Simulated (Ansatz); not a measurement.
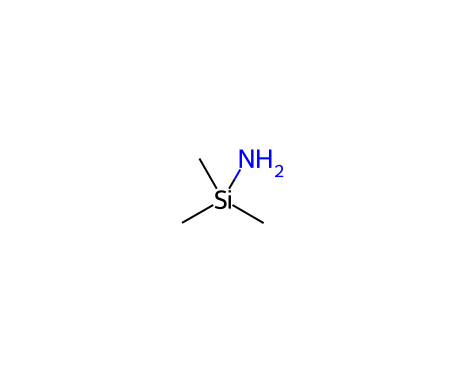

Skeletal drawing of a molecule.

> Transcribe the drawing into SMILES.

C[Si](C)(C)N

> What is the molecular formula?

C3H11NSi.

> An optimisation with PBE0-D4/def2-TZVP gave a structure of which point group?

Cs.

The parts below concern this one geometry. Atoms keep their numbers from picture to picture. The geometry was computed by an optimisation with PBE0-D4/def2-TZVP.

## Dipole moment

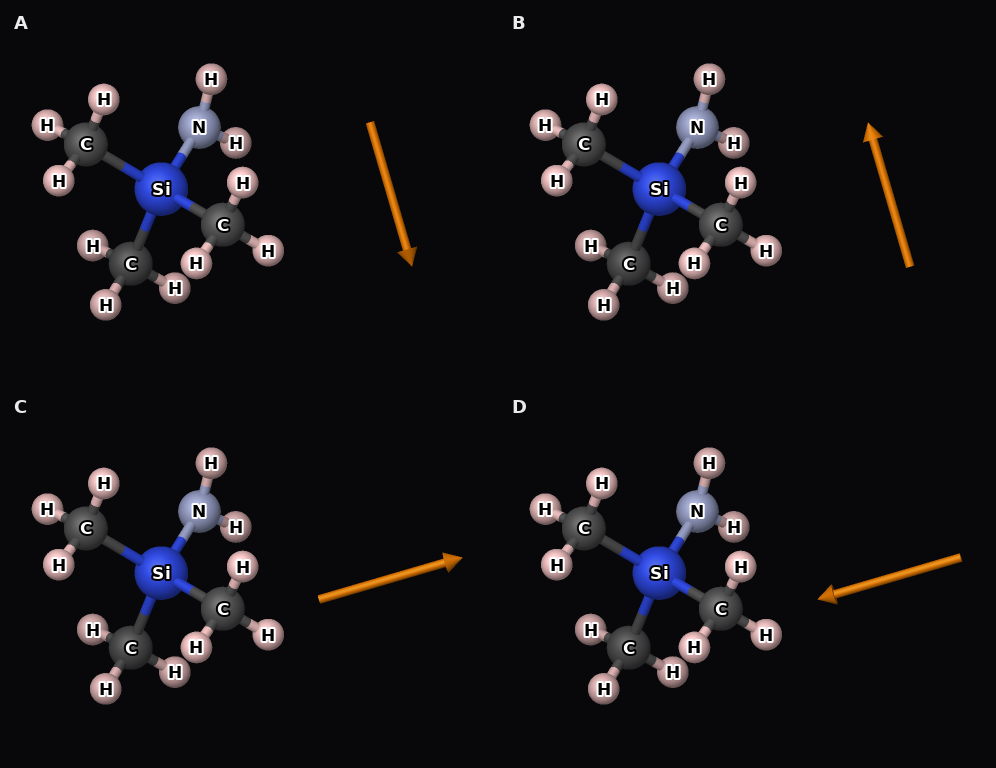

The same molecule four times, each with an arrow. Method: RKS ωB97M-V/def2-TZVPP (Ansatz 0.2.0).

> Which arrow points along the dipole moment, from the negative to the positive end?

C. The dipole moment is 0.79 D.

## Vibrations

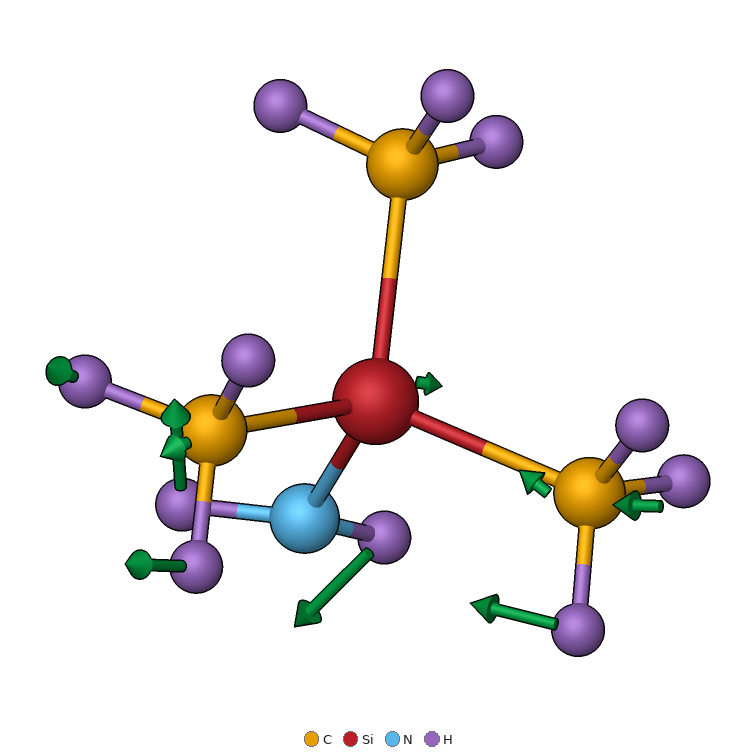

The arrows show one normal mode. Harmonic vibrations computed with RKS PBE0-D4/def2-TZVP (Ansatz 0.2.0) at a stationary point of the same level.

> Estimate its harmonic wavenumber.

717 cm⁻¹; it is mode 15 of 42 counted from the lowest.

## Levels of theory compared

Program: Ansatz 0.2.0.

Tabulate HOMO energy (eV) at these levels: BHLYP-D4/def2-TZVPP; BLYP-D4/def2-TZVPP; CAM-B3LYP-D4/def2-TZVPP; HSE06 (plane-wave form)-D4/def2-TZVPP; PBE-D4/def2-TZVPP; PBE0-D4/def2-TZVPP; SPW92 (LDA)/def2-TZVPP; r2SCANh-D4/def2-TZVPP; revPBE-D4/def2-TZVPP; ωB97M-V/def2-SVP.

```csv
level,HOMO energy (eV)
BHLYP-D4/def2-TZVPP,−8.30
BLYP-D4/def2-TZVPP,−5.45
CAM-B3LYP-D4/def2-TZVPP,−8.40
HSE06 (plane-wave form)-D4/def2-TZVPP,−6.55
PBE-D4/def2-TZVPP,−5.54
PBE0-D4/def2-TZVPP,−6.95
SPW92 (LDA)/def2-TZVPP,−5.69
r2SCANh-D4/def2-TZVPP,−6.37
revPBE-D4/def2-TZVPP,−5.49
ωB97M-V/def2-SVP,−9.08
```
